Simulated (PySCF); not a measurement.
```csv
atom,x (Å),y (Å),z (Å)
N,3.4435,1.5841,-0.3188
C,2.7672,0.6607,-0.2816
Si,1.6840,-0.8596,-0.1893
C,0.0273,-0.2778,0.5838
C,-0.9128,0.2355,-0.4925
F,-1.2601,-0.7932,-1.3379
F,-0.2525,1.1118,-1.3106
C,-2.0950,0.8896,0.1115
N,-3.0860,0.3355,0.5858
H,1.5024,-1.3860,-1.5363
H,2.3178,-1.7825,0.7547
H,-0.4800,-1.0972,1.0916
H,0.1861,0.5195,1.3102
H,-3.8424,0.8591,1.0072
```

Geometry: GFN2-xTB.

Theory: UKS B3LYP, pcH-1 on C F H N Si, non-relativistic, mean-field spin-orbit, GIAO (PySCF 2.14.0, density-fitted response routines).

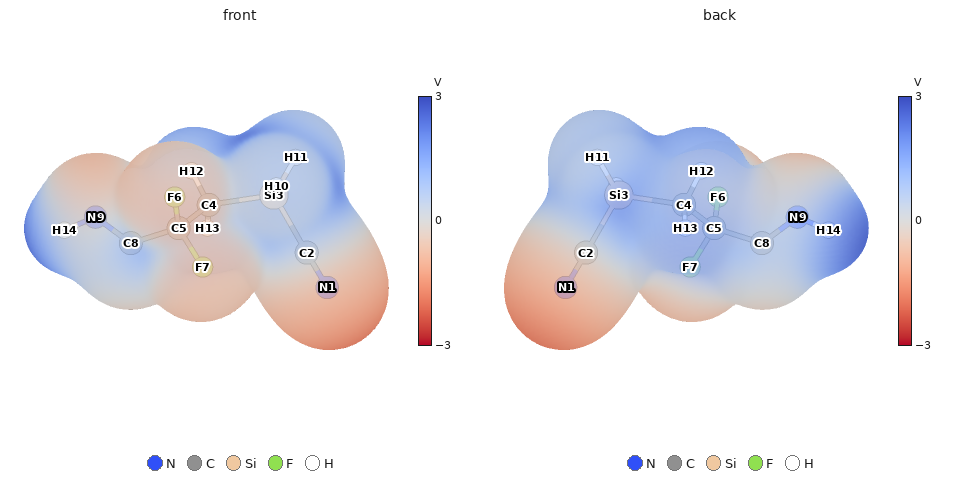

C₄H₅F₂N₂Si (SMILES [H]/N=[C]/C(F)(F)C[SiH2]C#N) (doublet). The electrostatic potential painted on the density surface at 0.002 e/bohr³, seen from the front and from behind; the colour scale runs from red (negative) to blue (positive).

Question: Which sites attract a positive test charge, and which a negative one?

Answer: A positive charge is drawn to the negative regions and a negative charge to the positive ones. The most negative region (about −1.8 V) lies over N1, the most positive (about +2.4 V) over H14. N1 is the likeliest acceptor of a hydrogen bond.
